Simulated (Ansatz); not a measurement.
## Geometry relaxation, with input and output: CH$_{7}$NO$_{2}$Si (part 2 of 2)

CH$_{7}$NO$_{2}$Si, SMILES N[SiH2]OCO; RKS PBE-D4/def2-SVP (Ansatz 0.2.0). The geometry: force-field start.

Geometry of the input (Å):
```
N  -2.3114  -0.4159  -0.4190
Si -0.8139  0.2057  -0.7892
O  0.0350  -0.1752  0.5452
C  1.4396  0.3740  0.6854
O  2.3141  -0.4580  0.0067
H  -2.6377  0.0341  0.4640
H  -2.2580  -1.3707  -0.2754
H  -0.2795  -0.4882  -1.9873
H  -0.8901  1.6908  -0.8998
H  1.6255  0.3943  1.7770
H  1.4314  1.3916  0.3331
H  2.4220  -1.2375  0.5933
```

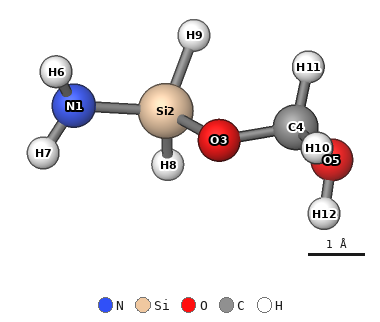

**Figure 1.** The geometry at step 6 of the log (ball-and-stick view, seen at a tilt; atoms are numbered from 1 in the order of the input).

### Trajectory as extended XYZ (Å, eV, eV/Å), 10 frames, from step=1 to step=10
```
12
Properties=species:S:1:pos:R:3:forces:R:3 step=1 energy=-14594.26438
N    -2.3114   -0.4159   -0.4190   -2.6331   2.5263   0.3522
Si   -0.8139    0.2057   -0.7892    0.6726   0.7691  -1.3762
O     0.0350   -0.1752    0.5452    3.3124   0.7080   2.0128
C     1.4396    0.3740    0.6854   -1.9677  -2.2577   0.5454
O     2.3141   -0.4580    0.0067    0.3690   0.3271   0.2860
H    -2.6377    0.0341    0.4640   -0.0943  -0.4547  -0.5774
H    -2.2580   -1.3707   -0.2754   -0.1832  -3.0328   0.4502
H    -0.2795   -0.4882   -1.9873    0.1114   0.0299  -0.4265
H    -0.8901    1.6908   -0.8998    0.0481   0.3001  -0.2618
H     1.6255    0.3943    1.7770    0.0040  -0.0204   0.1915
H     1.4314    1.3916    0.3331    0.3618   0.9616  -0.8124
H     2.4220   -1.2375    0.5933   -0.0011   0.1436  -0.3838
12
Properties=species:S:1:pos:R:3:forces:R:3 step=2 energy=-14594.75626
N    -2.3859   -0.4142   -0.4256   -0.8541   0.3869   0.2633
Si   -0.8214    0.1844   -0.7460    0.2732   0.4531  -0.8651
O     0.0929   -0.1479    0.5994    2.0654   0.3560   0.8252
C     1.4764    0.3662    0.7145   -1.4409  -0.6825   0.2417
O     2.3933   -0.4127    0.0270    0.0215  -0.0407   0.2067
H    -2.7691    0.0220    0.4287   -0.1238  -0.2086  -0.2300
H    -2.3917   -1.4203   -0.2975   -0.2059  -0.5355   0.0470
H    -0.2814   -0.4621   -1.9879   -0.0071  -0.0925  -0.0327
H    -0.8690    1.6769   -0.9548   -0.0234   0.0235   0.0190
H     1.6682    0.3991    1.8093    0.0350  -0.0165   0.0712
H     1.4950    1.3965    0.3237    0.2314   0.2390  -0.2768
H     2.4697   -1.2430    0.5431    0.0286   0.1178  -0.2695
12
Properties=species:S:1:pos:R:3:forces:R:3 step=3 energy=-14594.91213
N    -2.4339   -0.3966   -0.4361    0.2263  -0.5527   0.1862
Si   -0.7972    0.1468   -0.7122   -0.2605   0.0940  -0.2061
O     0.1847   -0.1298    0.6431    0.0281  -0.0401  -0.0233
C     1.4984    0.3866    0.7512   -0.3041   0.1406   0.0668
O     2.4355   -0.3409    0.0249    0.1942  -0.4459   0.1032
H    -2.8824    0.0225    0.3886   -0.0474  -0.0032  -0.0907
H    -2.5527   -1.4280   -0.3675    0.0393   0.5762  -0.0969
H    -0.2789   -0.5527   -1.9436   -0.0581  -0.0349   0.1310
H    -0.8419    1.6404   -0.9472    0.0441  -0.0887   0.0383
H     1.7128    0.4019    1.8463    0.1124   0.0537   0.0045
H     1.5473    1.4275    0.3476    0.0485  -0.0251   0.0969
H     2.4854   -1.2328    0.4389   -0.0227   0.3262  -0.2100
12
Properties=species:S:1:pos:R:3:forces:R:3 step=4 energy=-14594.93105
N    -2.4074   -0.4018   -0.3976   -0.1815   0.0249   0.0965
Si   -0.7911    0.1248   -0.6978    0.1624  -0.2831  -0.0210
O     0.1958   -0.1306    0.6634    0.1266   0.1696   0.1158
C     1.4943    0.4051    0.7933    0.0860  -0.2981   0.0499
O     2.4447   -0.2571    0.0002   -0.0150   1.2110  -0.4862
H    -2.9649    0.0770    0.3187    0.0522  -0.0728  -0.0915
H    -2.6204   -1.4062   -0.4003    0.0789   0.1854  -0.0156
H    -0.2809   -0.7072   -1.8396   -0.0570   0.0391  -0.0548
H    -0.7596    1.5974   -1.0084   -0.0381  -0.0039   0.0126
H     1.7617    0.3496    1.8777   -0.1099  -0.0140   0.0060
H     1.5369    1.4737    0.4776   -0.0134   0.0084  -0.0259
H     2.4680   -1.1798    0.2468   -0.0912  -0.9664   0.4143
12
Properties=species:S:1:pos:R:3:forces:R:3 step=5 energy=-14594.96774
N    -2.4095   -0.3489   -0.4052   -0.0251  -0.0180   0.0263
Si   -0.7451    0.0244   -0.6716    0.0425   0.2693  -0.0657
O     0.1878   -0.1660    0.7387   -0.0233  -0.0810  -0.0301
C     1.4653    0.4108    0.8284    0.1127   0.0942   0.2647
O     2.3777   -0.1062   -0.1032    0.0176  -0.1200  -0.0147
H    -2.9637    0.1648    0.2873    0.1003  -0.0191  -0.0650
H    -2.6797   -1.3337   -0.4156   -0.0686  -0.0632   0.0069
H    -0.2649   -0.8827   -1.7669   -0.0769  -0.0501   0.0240
H    -0.6046    1.4796   -1.0533   -0.0154  -0.0778  -0.0148
H     1.7972    0.2545    1.8896    0.0087   0.0307  -0.1666
H     1.4394    1.5105    0.6203   -0.0349  -0.0891   0.0388
H     2.4771   -1.0621    0.0855   -0.0375   0.1240  -0.0037
12
Properties=species:S:1:pos:R:3:forces:R:3 step=6 energy=-14594.97427
N    -2.4001   -0.3340   -0.4031   -0.0806   0.0301   0.0572
Si   -0.7280    0.0017   -0.6733   -0.0133   0.0505  -0.0836
O     0.1941   -0.1866    0.7486    0.0224  -0.0002  -0.0654
C     1.4609    0.4127    0.8574    0.1243   0.0899   0.0721
O     2.3698   -0.0325   -0.1250   -0.0846  -0.2920   0.1796
H    -2.9566    0.2082    0.2653    0.0958  -0.0302  -0.0595
H    -2.7050   -1.3095   -0.4134   -0.0186  -0.0079   0.0071
H    -0.3068   -0.9793   -1.7343    0.0059   0.0504   0.0597
H    -0.5535    1.4387   -1.1087    0.0042  -0.1059   0.0272
H     1.8167    0.2038    1.9023   -0.0155   0.0345  -0.2023
H     1.4036    1.5243    0.7115    0.0172  -0.1913   0.0386
H     2.4819   -1.0024    0.0066   -0.0572   0.3723  -0.0307
12
Properties=species:S:1:pos:R:3:forces:R:3 step=7 energy=-14594.97951
N    -2.4032   -0.3299   -0.4046   -0.0370  -0.0159   0.0167
Si   -0.7291   -0.0044   -0.6838    0.0060   0.0096  -0.0225
O     0.1943   -0.1962    0.7369    0.0255   0.0161  -0.0205
C     1.4573    0.4106    0.8600    0.0376   0.0569   0.0138
O     2.3698   -0.0196   -0.1207   -0.0380  -0.1001   0.0779
H    -2.9410    0.2196    0.2716    0.0561  -0.0074  -0.0320
H    -2.7125   -1.3051   -0.3962   -0.0011   0.0243   0.0022
H    -0.3065   -0.9857   -1.7418   -0.0107   0.0284   0.0393
H    -0.5462    1.4270   -1.1215   -0.0057  -0.0470   0.0105
H     1.8135    0.1919    1.8988   -0.0219   0.0139  -0.0867
H     1.3945    1.5207    0.7280    0.0002  -0.1062   0.0251
H     2.4860   -0.9839    0.0074   -0.0110   0.1272  -0.0240
12
Properties=species:S:1:pos:R:3:forces:R:3 step=8 energy=-14594.98234
N    -2.4028   -0.3214   -0.4089    0.0004  -0.0034  -0.0153
Si   -0.7235   -0.0297   -0.6885    0.0246   0.0335  -0.0269
O     0.1977   -0.2137    0.7322   -0.0110  -0.0276   0.0129
C     1.4504    0.4077    0.8716    0.0151  -0.0106   0.0350
O     2.3648    0.0306   -0.1251   -0.0027  -0.0099  -0.0388
H    -2.9228    0.2651    0.2477   -0.0070   0.0056   0.0121
H    -2.7321   -1.2881   -0.3650   -0.0136  -0.0062   0.0097
H    -0.3100   -1.0318   -1.7263    0.0015  -0.0058   0.0020
H    -0.5242    1.3902   -1.1459   -0.0082  -0.0022  -0.0084
H     1.8151    0.1525    1.8958   -0.0016   0.0166   0.0103
H     1.3687    1.5175    0.7855   -0.0025  -0.0028   0.0031
H     2.4957   -0.9339   -0.0391    0.0049   0.0128   0.0043
12
Properties=species:S:1:pos:R:3:forces:R:3 step=9 energy=-14594.97872 accepted=F
N    -2.3989   -0.3146   -0.4138   -0.0442   0.0339   0.0069
Si   -0.7157   -0.0342   -0.6897    0.0562  -0.1056   0.1183
O     0.1938   -0.2415    0.7449   -0.0001   0.0729  -0.0407
C     1.4419    0.3966    0.8762   -0.1377   0.1139  -0.1408
O     2.3354    0.0400   -0.1497    0.0631   0.0163   0.1576
H    -2.9110    0.2791    0.2438    0.0115   0.0067  -0.0097
H    -2.7394   -1.2770   -0.3552    0.0237  -0.0072  -0.0131
H    -0.3048   -1.0399   -1.7251   -0.0028   0.0081  -0.0010
H    -0.5032    1.3841   -1.1447   -0.0056   0.0001   0.0169
H     1.8230    0.1609    1.9002    0.0287  -0.0863  -0.0724
H     1.3411    1.5045    0.7889   -0.0113   0.0168   0.0215
H     2.5148   -0.9130   -0.0419    0.0183  -0.0695  -0.0434
12
Properties=species:S:1:pos:R:3:forces:R:3 step=10 energy=-14594.98292
N    -2.4027   -0.3173   -0.4121   -0.0026   0.0028  -0.0047
Si   -0.7203   -0.0355   -0.6909    0.0059   0.0031   0.0011
O     0.1967   -0.2247    0.7335   -0.0053  -0.0020  -0.0006
C     1.4459    0.4040    0.8746    0.0050  -0.0021   0.0055
O     2.3578    0.0426   -0.1313    0.0022   0.0000  -0.0039
H    -2.9160    0.2784    0.2422   -0.0010   0.0010   0.0008
H    -2.7370   -1.2818   -0.3522   -0.0004  -0.0001   0.0027
H    -0.3087   -1.0427   -1.7243    0.0000  -0.0031  -0.0006
H    -0.5178    1.3826   -1.1525   -0.0021  -0.0032   0.0002
H     1.8169    0.1448    1.8957    0.0001   0.0011  -0.0003
H     1.3559    1.5138    0.7984   -0.0021  -0.0017   0.0007
H     2.5063   -0.9193   -0.0470    0.0004   0.0043  -0.0008
```

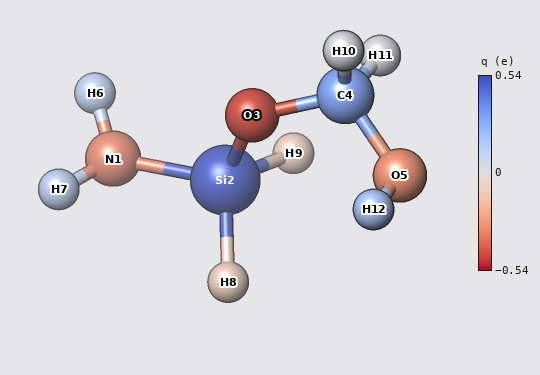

**Figure 2.** Mulliken charges, as the colour of each atom (ball-and-stick view, seen at a tilt; atoms are numbered from 1 in the order of the input). By element: N −0.34, Si +0.51, O −0.44 to −0.28, C +0.29 and H −0.10 to +0.16 e.

### Key numbers

```tsv
quantity	value
outcome	converged
total energy	−14594.9830 eV
mean-field energy	−14594.7668 eV
dispersion energy	−0.2161 eV
SCF solution under orbital rotations	stable
largest force (length of the vector) at the end	0.008 eV/Å
dipole moment	1.83 D
wall time	13 s (CPU time 47 s)
peak memory	0.16 GiB
```
